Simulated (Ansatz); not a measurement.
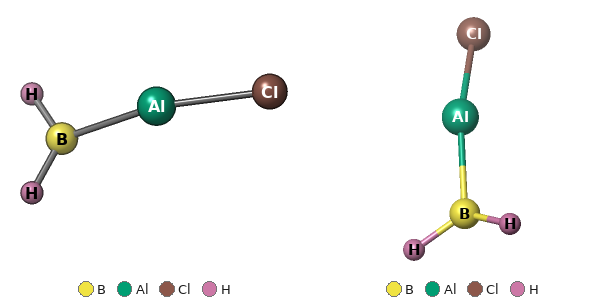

Two views of one molecule.

State: neutral, doublet. Computed geometry: PBE0-D4/def2-TZVP optimisation. No frequency run is at hand to confirm it as a minimum.

Count the atoms of each element.

Answer. AlBClH2, 5 atoms: 1 aluminium, 1 boron, 1 chlorine and 2 hydrogen.

How many bonds of each kind are drawn?

Answer. 2 B–H, 1 Al–B, 1 Al–Cl. Sticks follow a distance rule.

More results for the same structure follow; atom numbers are the same in all pictures, views and colours differ.

**Geometry**

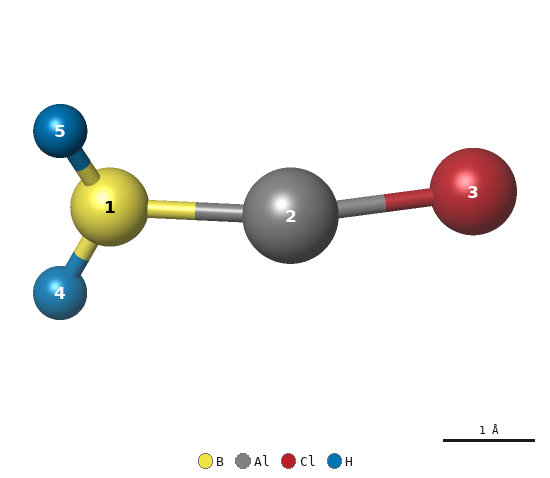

The atoms are numbered. No frequency run is at hand to confirm it as a minimum.

Which bond is the longest?

Answer. Al2–Cl3, 2.088 Å.

**Dipole moment**

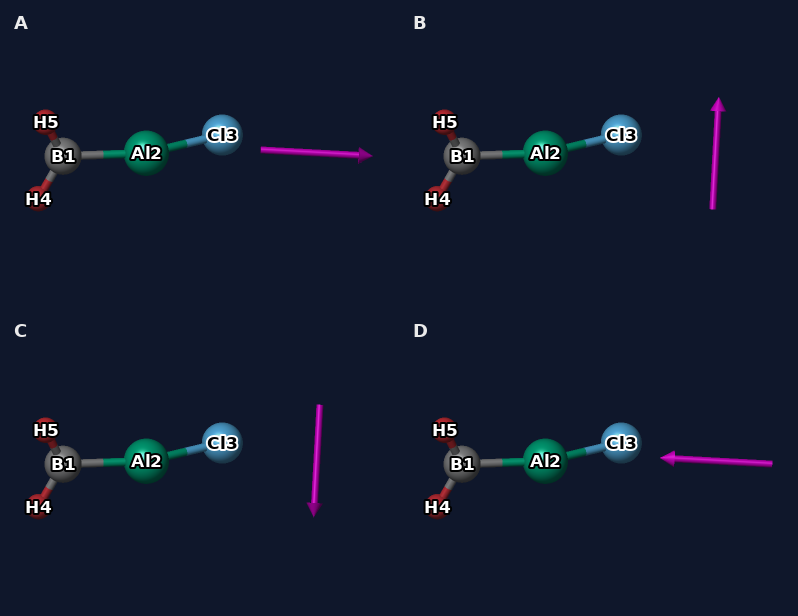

The same molecule four times, each with an arrow. No frequency run is at hand to confirm it as a minimum. Level of theory: UKS PBE0-D4/def2-TZVP (Ansatz 0.2.0).

Which arrow points along the dipole moment, from the negative to the positive end?

Answer. A. The dipole moment is 1.21 D; it points from the side of H4, H5 to the side of Cl3 (the outermost atoms at the two ends).

**Electronic properties**

No frequency run is at hand to confirm it as a minimum. Properties computed with UKS PBE0-D4/def2-TZVPP (Ansatz 0.2.0).

Give the HOMO energy (Kohn–Sham orbital) at this level.

Answer. −5.53 eV.

Estimate the ⟨S²⟩ of the determinant.

Answer. 0.758.

**Charges**

The questions are on Mulliken charges. No frequency run is at hand to confirm it as a minimum. Method: UKS PBE0-D4/def2-TZVP (Ansatz 0.2.0).

Give the Mulliken charges atom by atom.

```tsv
atom	value (e)
B1	−0.20
Al2	0.32
Cl3	−0.20
H4	0.04
H5	0.04
```

Mulliken values depend strongly on the basis set and can even reverse the polarity of a bond.
